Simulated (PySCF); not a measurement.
HBBr2, SMILES B(Br)Br at its PBE0/def2-SVP optimised geometry (Å):

```
4

B     -0.1377    -0.0001     0.0000
H      1.0621    -0.0001     0.0000
Br    -1.0619     1.6518     0.0000
Br    -1.0621    -1.6518     0.0014
```

Computed with PySCF with PBE0/def2-TZVP. Cells within 0.4 Å of a nucleus heavier than hydrogen are left out (blank, or x).

Map of the log10 of the electron density (e/bohr³), floored at −4 on the plane z = 0.0 Å:

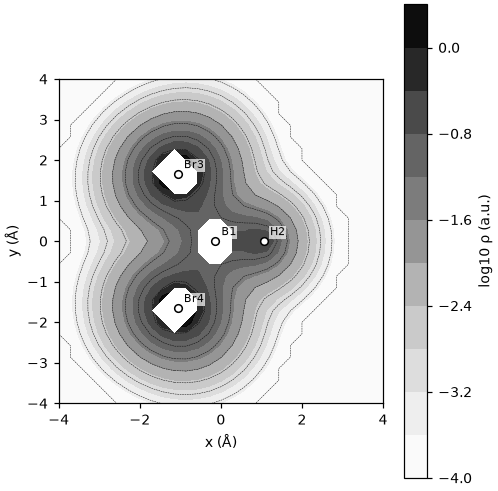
*Log10 of the electron density (e/bohr³), floored at −4 on the plane z = 0.0 Å.*
